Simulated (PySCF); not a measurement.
```xyz
2

Hg    0.0000    0.0000   -1.7310
Bi    0.0000    0.0000    1.6730
```

Core potentials replace the inner electrons of Hg and Bi.

Theory: PBE0/cc-pVDZ(-PP), non-relativistic Hamiltonian with scalar-relativistic core potentials where named, at a bond length of 3.404 Å in PySCF.

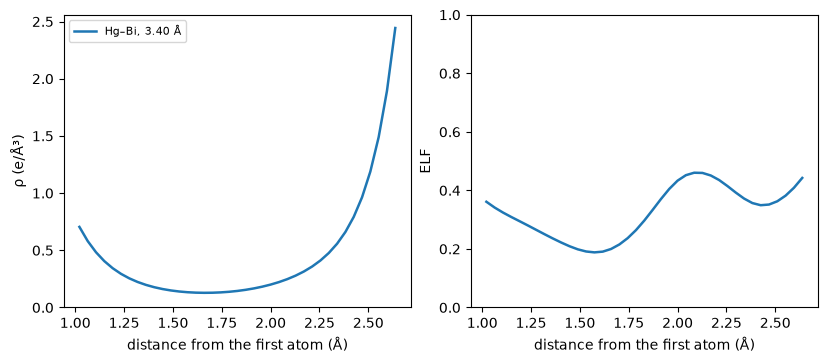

HgBi (quartet). Electron density and electron localisation function along straight lines between neighbouring atoms. The curves leave out the atomic cores.

### What can be read from the curves?

Hg–Bi (3.40 Å): ρ at the midpoint is about 0.13 e/Å³; the ELF is about 0.20 at the midpoint.
